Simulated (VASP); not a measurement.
Band structure of Sr (space group Fm-3m). Calculation: PBE GGA, VASP's PBE PAW potentials (set 64) (plane waves; VASP).

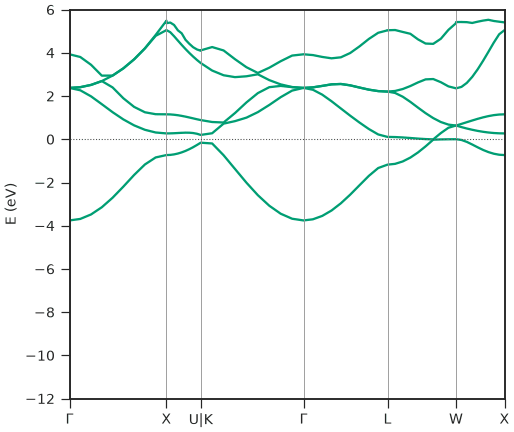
Fig. 1. Bands along high-symmetry lines, zero at the valence-band maximum or, without a gap, the Fermi level

Task: Read the plot: is there a gap, and where are the band edges?

Result: It has no gap at this level: it comes out as a metal or semimetal.

The structure comes from a computed database's Sr entry; how it stands against other phases isn't given here. The cell was not relaxed at this level.
